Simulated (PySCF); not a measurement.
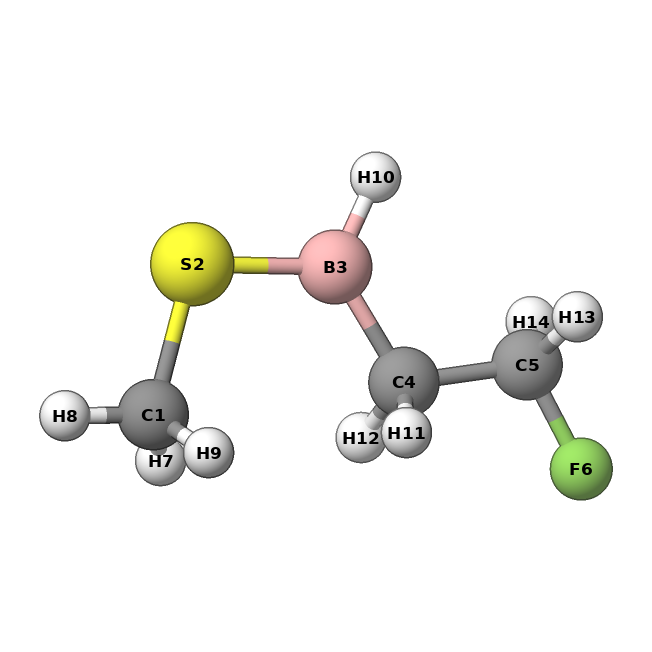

The computed structure is the end point of a GFN2-xTB optimisation. No frequency run is at hand to confirm it as a minimum. Properties computed with delta-SCF UKS SCAN, pcX-2 on the ionised atom, pcseg-1 elsewhere, spin-free X2C (PySCF 2.14.0).

Give the core-electron binding energies (to vacuum; p and d levels without spin–orbit splitting) of C1 1s, S2 1s, S2 2p, B3 1s, C4 1s, C5 1s, F6 1s.

| atom | level | binding energy (eV) |
| --- | --- | --- |
| C1 | 1s | 291.5 |
| S2 | 1s | 2477.2 |
| S2 | 2p | 169.7 |
| B3 | 1s | 195.7 |
| C4 | 1s | 290.5 |
| C5 | 1s | 292.9 |
| F6 | 1s | 692.1 |

The geometry is semi-empirical. Around B such bond lengths and angles can be off by a tenth of an ångström or more and by several degrees, and values that hang on the shape move with them.
